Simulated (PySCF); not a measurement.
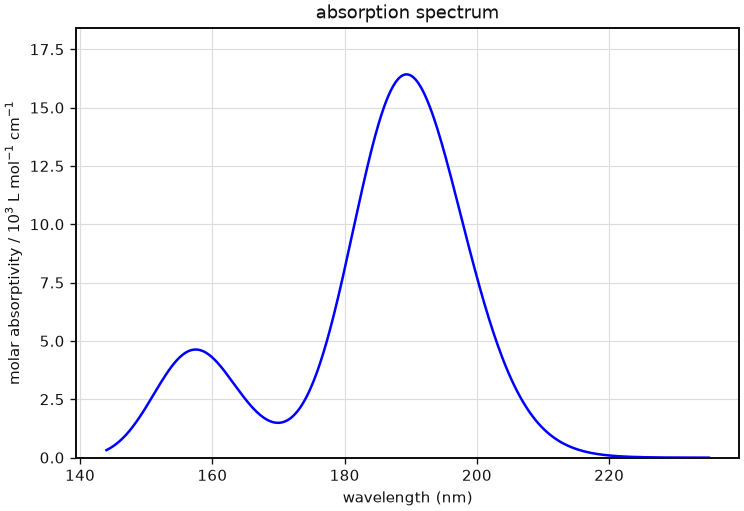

Vertical TDDFT excitations, CAM-B3LYP/def2-SVPD, PySCF 2.14.0, at a PBE0-D3(BJ)/def2-SVP geometry (no frequency check), gas phase. Only the first 10 singlet excitations are included; each is broadened by a Gaussian of 1/e half-width 0.40 eV.

### Whose absorption spectrum is this?
A. C₃H₇Br (i-propyl bromide), SMILES CC(C)Br
B. C₅H₅N, SMILES C=C/C=C/C#N
C. C₁₁H₁₈, SMILES CC1(C=C2CCC2)CCCC1

Option C. Its lowest singlet lies at 6.47 eV (f = 0.022) and the brightest of those computed is S2 at 6.55 eV (189 nm), f = 0.384, mainly HOMO → LUMO+1 (72 %).

Note: states above the negative HOMO energy depend on the basis; one conformer of a flexible molecule; core orbitals are frozen in the response.
